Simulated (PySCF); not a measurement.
GaB (triplet)

```tsv
atom	x (Å)	y (Å)	z (Å)
Ga	0.0000	0.0000	-0.3102
B	0.0000	0.0000	1.9418
```

Theory: PBE0/aug-cc-pVDZ(-PP), non-relativistic Hamiltonian with scalar-relativistic core potentials where named, at a bond length of 2.252 Å (PySCF 2.14.0).

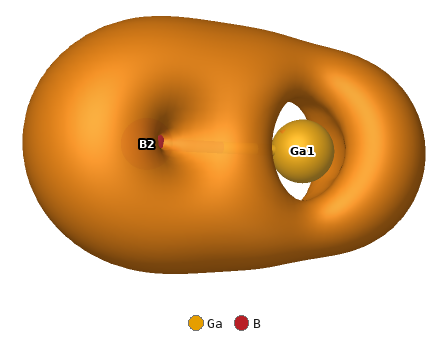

Figure 1. Isosurfaces of the spin density (α minus β) at +0.02 (orange) and −0.02 e/Å³ (purple), seen from one side.

Which atoms carry the spin?

The unpaired spin (2 electrons) lies mostly on B2 (about 1.3) and Ga1 (about 0.7), in electrons by Hirshfeld's partition.

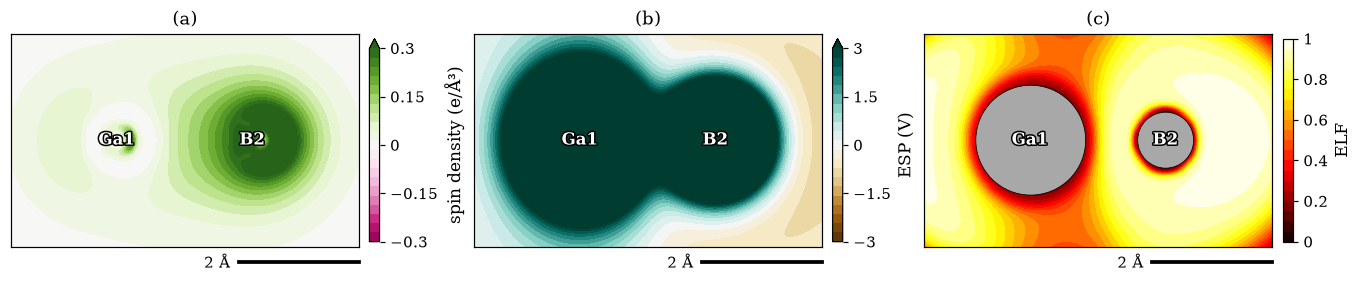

Figure 2. (a) spin density; (b) electrostatic potential; (c) ELF on a plane that holds the molecular axis. Grey discs cover the atomic cores in the ELF map.

Interpret the plot.

The plane passes through Ga and B nuclei. Ga–B (2.25 Å): the ELF peaks at about 0.95 in the valence shell of B, 0.8 Å from its nucleus, and is about 0.65 at the midpoint. The ELF also peaks beside B2, away from the bonds: non-bonding electrons, paired or unpaired.

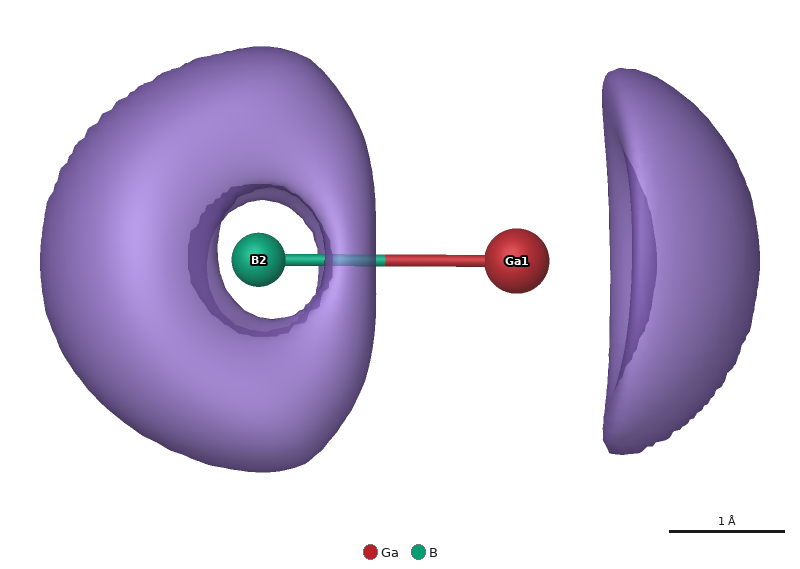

Figure 3. Isosurface of the electron localisation function at 0.8 (purple), seen from one side. Only the valence region is drawn (cores and ρ < 0.01 e/Å³ removed).

Describe the localisation domains.

The surface consists of one lobe on B, pointing away from the bonds (non-bonding electrons) and one lobe on Ga, pointing away from the bonds (non-bonding electrons).
